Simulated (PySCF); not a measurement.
Molecule: H5B3N3, SMILES [B]1NBNBN1, doublet. Atoms near the plane z = 0.0 Å, at the B3LYP/def2-SVP optimised geometry (x, y, z in Å): B1 (-0.8, -1.3, 0.0), N2 (0.6, -1.3, 0.0), B3 (1.3, -0.1, 0.0), N4 (0.6, 1.1, 0.0), B5 (-0.8, 1.2, 0.0), N6 (-1.5, -0.1, 0.0), H7 (1.1, -2.2, 0.0), H8 (2.5, -0.1, 0.0), H9 (1.1, 2.0, 0.0), H10 (-1.4, 2.2, 0.0), H11 (-2.5, -0.1, 0.0).

Computed with unrestricted B3LYP/def2-TZVP run with PySCF. Cells within 0.4 Å of a nucleus heavier than hydrogen are left out (blank, or x). The values are rescaled to run from 0 to 1.

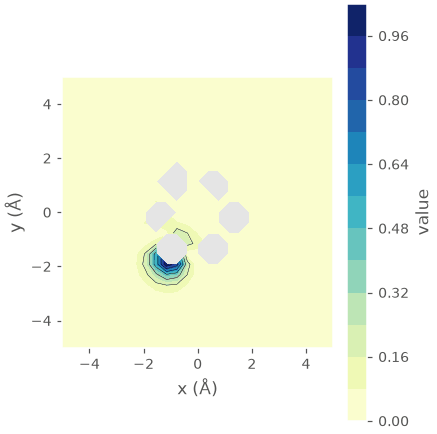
Fig. 1. a field on the plane z = 0.0 Å.

### Question
Which quantity is mapped?
A) deformation density (molecule minus spherical neutral atoms)
B) an orbital amplitude
C) spin density
D) Laplacian of the electron density

### Answer
C, spin density. In full: spin density (e/bohr³).
